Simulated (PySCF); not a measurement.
**Single-point calculation, with input and output: SiH₃**

- system: SiH₃, multiplicity 2, SMILES [SiH3]
- method: PBE0/SBKJC, UKS, core potentials sbkjc (PySCF 2.14.0)

The geometry comes from this level: GFN2-xTB.

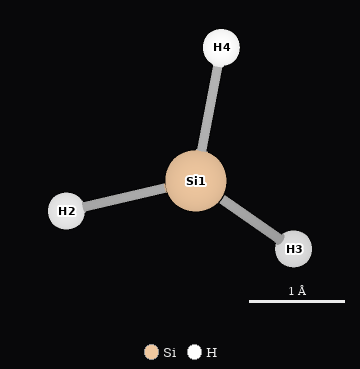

**Figure 1.** The input geometry (ball-and-stick view, seen at a tilt; atoms are numbered from 1 in the order of the input).

**Results in brief**

```csv
quantity,value
outcome,converged
total energy,−5.561585 hartree
basis functions,14
⟨S²⟩,0.753
dipole moment,0.40 D
hardware,"1 thread of Intel Xeon @ 2.50GHz (Skylake/Cascade Lake), 16 GiB of memory available, shared host"
wall time,2.9 s
peak memory,0.18 GiB
```

**Input file (run.py)**
```python
# [SiH3]
from pyscf import gto, dft

molecule = gto.M(
    atom='''
Si   0.206560  -0.018900  -0.115090
H    0.587110   0.661780   1.105640
H   -0.194960  -1.401590   0.043390
H   -0.598710   0.758710  -1.033940
''',
    ecp={'Si': 'sbkjc'},
    basis='sbkjc',
    spin=1,
    verbose=3,
    max_memory=1860,
    charge=0,
)

mf = dft.UKS(molecule)
mf.xc = 'pbe0'
mf.conv_tol = 1e-10
mf.grids.level = 5
mf.kernel()
if not mf.converged:
    mf = mf.newton().run(mf.mo_coeff, mf.mo_occ)

etot = mf.e_tot
print('E(%s) = %.9f' % ('PBE0', etot))
```

Launched with:
```bash
OMP_NUM_THREADS=1 python run.py
```

**Log**
```
WARN: HOMO -0.0983869314269136 >= LUMO -0.0983869314269136

converged SCF energy = -5.56158482594401  <S^2> = 0.75266105  2S+1 = 2.0026593
E(PBE0) = -5.561584826
```
